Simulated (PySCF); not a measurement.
**B2O2 (diboron dioxide): BLYP/aug-cc-pVDZ**

What is the vertical electron affinity of B2O2 (diboron dioxide) at BLYP/aug-cc-pVDZ? Input form: a Python script.

The calculation is run with PySCF 2.14.0.

1 further run of the same task is left out (set aside as unsound or not needed).

## 1. The molecule

B2O2: 4 atoms, total charge 0, spin state singlet. SMILES: `O=BB=O`. Geometry: relaxed at PBE0-D4/def2-TZVP.

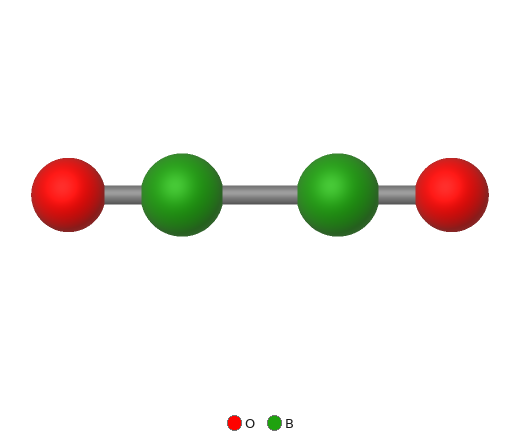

The structure, seen from a chosen angle (oxygen red, boron green).

## 2. A single-point energy at BLYP/aug-cc-pVDZ

Contents of calc.py:

```python
# diboron dioxide
from pyscf import gto, dft

mol = gto.M(
    atom='''
O       -0.743090       0.459760       1.817650
B       -0.302300       0.187070       0.739120
B        0.302150      -0.186920      -0.739220
O        0.743230      -0.459920      -1.817550
''',
    spin=0,
    charge=0,
    max_memory=1860,
    verbose=4,
    basis='aug-cc-pvdz',
)

mf = dft.RKS(mol, xc='blyp')
mf.conv_tol = 1e-10
mf.grids.level = 5
mf.kernel()
if not mf.converged:
    mf = mf.newton().run(mf.mo_coeff, mf.mo_occ)

e_final = mf.e_tot
print('E = %.10f Eh' % e_final)
```

Launch:

```bash
$ OMP_NUM_THREADS=1 python calc.py
```

The log of the run:

```text
PySCF version 2.14.0

[INPUT] num. atoms = 4
[INPUT] num. electrons = 26
[INPUT] charge = 0
[INPUT] spin (= nelec alpha-beta = 2S) = 0
[INPUT] symmetry False subgroup None
[INPUT] Mole.unit = angstrom
[INPUT] Symbol           X                Y                Z      unit          X                Y                Z       unit  Magmom
[INPUT]  1 O     -0.743090000000   0.459760000000   1.817650000000 AA   -1.404236585903   0.868820483030   3.434860690316 Bohr   0.0
[INPUT]  2 B     -0.302300000000   0.187070000000   0.739120000000 AA   -0.571264207456   0.353511066122   1.396734373189 Bohr   0.0
[INPUT]  3 B      0.302150000000  -0.186920000000  -0.739220000000 AA    0.570980748537  -0.353227607204  -1.396923345801 Bohr   0.0
[INPUT]  4 O      0.743230000000  -0.459920000000  -1.817550000000 AA    1.404501147560  -0.869122839210  -3.434671717703 Bohr   0.0

nuclear repulsion = 66.762222962541
number of shells = 32
number of NR pGTOs = 140
number of NR cGTOs = 92
basis = aug-cc-pvdz
ecp = {}

******** <class 'pyscf.dft.rks.RKS'> ********
method = RKS
initial guess = minao
damping factor = 0
level_shift factor = 0
DIIS = <class 'pyscf.scf.diis.CDIIS'>
diis_start_cycle = 1
diis_space = 8
diis_damp = 0
SCF conv_tol = 1e-10
SCF conv_tol_grad = None
SCF max_cycles = 50
direct_scf = True
direct_scf_tol = 1e-13
XC library pyscf.dft.libxc version 7.0.0
    S. Lehtola, C. Steigemann, M. J.T. Oliveira, and M. A.L. Marques.,  SoftwareX 7, 1–5 (2018)
XC functionals = blyp
    A. D. Becke.,  Phys. Rev. A 38, 3098 (1988)
    C. Lee, W. Yang, and R. G. Parr.,  Phys. Rev. B 37, 785 (1988)
    B. Miehlich, A. Savin, H. Stoll, and H. Preuss.,  Chem. Phys. Lett. 157, 200 (1989)
radial grids:
    Treutler-Ahlrichs [JCP 102, 346 (1995); DOI:10.1063/1.469408] (M4) radial grids

becke partition: Becke, JCP 88, 2547 (1988); DOI:10.1063/1.454033
pruning grids: <function nwchem_prune>
grids dens level: 5
symmetrized grids: False
atomic radii adjust function: <function treutler_atomic_radii_adjust>
small_rho_cutoff = 0
Set gradient conv threshold to 1e-05
Initial guess from minao.
tot grids = 172272
init E= -200.547581244674
  HOMO = -0.451267005238443  LUMO = -0.140210005879956  gap/eV = 8.46429
cycle= 1 E= -199.908424771299  delta_E= 0.639  |g|= 1.26  |ddm|= 4.95
  HOMO = -0.164656512866473  LUMO = -0.0283230256825941  gap/eV = 3.70982
cycle= 2 E= -196.001660889976  delta_E= 3.91  |g|= 4.13  |ddm|= 4.64
  HOMO = -0.323409453204352  LUMO = -0.0842809227710376  gap/eV = 6.50702
cycle= 3 E= -200.224630112199  delta_E= -4.22  |g|= 0.182  |ddm|= 4.36
  HOMO = -0.354355042990661  LUMO = -0.134295781381065  gap/eV = 5.98812
cycle= 4 E= -200.232681266639  delta_E= -0.00805  |g|= 0.118  |ddm|= 0.375
  HOMO = -0.342426671298578  LUMO = -0.118751717460611  gap/eV = 6.08651
cycle= 5 E= -200.236698571262  delta_E= -0.00402  |g|= 0.0206  |ddm|= 0.262
  HOMO = -0.343261848977946  LUMO = -0.118432672795536  gap/eV = 6.11791
cycle= 6 E= -200.236790914525  delta_E= -9.23e-05  |g|= 0.00547  |ddm|= 0.0182
  HOMO = -0.343427572164537  LUMO = -0.118416719014054  gap/eV = 6.12286
cycle= 7 E= -200.236797041093  delta_E= -6.13e-06  |g|= 0.000758  |ddm|= 0.0039
  HOMO = -0.343420856625696  LUMO = -0.118389941327808  gap/eV = 6.12340
cycle= 8 E= -200.236797048768  delta_E= -7.67e-09  |g|= 0.00075  |ddm|= 0.000957
  HOMO = -0.343419356184688  LUMO = -0.118381804251512  gap/eV = 6.12358
cycle= 9 E= -200.236797164415  delta_E= -1.16e-07  |g|= 5.93e-05  |ddm|= 0.000515
  HOMO = -0.343423757922682  LUMO = -0.118383385579865  gap/eV = 6.12366
cycle= 10 E= -200.236797165151  delta_E= -7.36e-10  |g|= 7.77e-07  |ddm|= 3.92e-05
  HOMO = -0.343423667766536  LUMO = -0.118383330206355  gap/eV = 6.12366
cycle= 11 E= -200.236797165151  delta_E= -3.41e-13  |g|= 1.73e-07  |ddm|= 1.1e-06
  HOMO = -0.3434236636883  LUMO = -0.118383332597173  gap/eV = 6.12366
Extra cycle  E= -200.236797165151  delta_E= 2.27e-13  |g|= 1.97e-07  |ddm|= 3.99e-07
converged SCF energy = -200.236797165151
E = -200.2367971652 Eh
```

Wall time 9.6 s (1 thread of Intel Xeon Platinum 8488C (Sapphire Rapids), shared host); peak memory 0.44 GiB.

## 3. The doublet anion, same level

Contents of geometry.xyz:

```xyz
4

O     -0.743090     0.459760     1.817650
B     -0.302300     0.187070     0.739120
B      0.302150    -0.186920    -0.739220
O      0.743230    -0.459920    -1.817550
```

Contents of input.py:

```python
from pyscf import gto, dft

molecule = gto.Mole()
molecule.atom = 'geometry.xyz'
molecule.max_memory = 1860
molecule.charge = -1
molecule.verbose = 3
molecule.basis = 'aug-cc-pvdz'
molecule.spin = 1
molecule.build()

mf = dft.UKS(molecule, xc='blyp')
mf.conv_tol = 1e-10
mf.grids.level = 5
mf.kernel()
if not mf.converged:
    mf = mf.newton().run(mf.mo_coeff, mf.mo_occ)

e_final = mf.e_tot
print('Final energy', e_final)
```

Launch:

```bash
$ OMP_NUM_THREADS=1 python input.py
```

The log of the run:

```text
WARN: HOMO -0.140210005879957 >= LUMO -0.140210005879956

WARN: HOMO 0.131091231952571 >= LUMO 0.130329980097847

converged SCF energy = -200.24380649935  <S^2> = 0.75092817  2S+1 = 2.000928
Final energy -200.24380649935017
```

Run time: 20 s. Hardware: 1 thread of Intel Xeon Platinum 8488C (Sapphire Rapids), shared host; peak memory 0.47 GiB.

## 4. Outcome

At BLYP/aug-cc-pVDZ:

```
                                         quantity          value
                       singlet B2O2: total energy  -200.23680 Eh
                      singlet B2O2: dipole moment         0.00 D
                        singlet B2O2: HOMO energy       -9.35 eV
                        singlet B2O2: LUMO energy       -3.22 eV
                      singlet B2O2: HOMO–LUMO gap        6.12 eV
                      doublet anion: total energy  -200.24381 Eh
doublet anion: HOMO energy (highest over α and β)        2.32 eV
 doublet anion: LUMO energy (lowest over α and β)        2.56 eV
                              doublet anion: ⟨S²⟩          0.751
vertical electron affinity (to the doublet anion)       0.191 eV
```

What this shows: At fixed nuclei the extra electron is bound by 0.19 eV (18.4 kJ/mol). Mulliken charges (singlet B2O2) run from -0.13 on O1 to +0.13 on B2; in a basis this large or diffuse they mean little. The HOMO (doublet anion) lies at positive energy, 2.32 eV, as semi-local functionals often give for anions; only total energies tell whether the electron is bound.
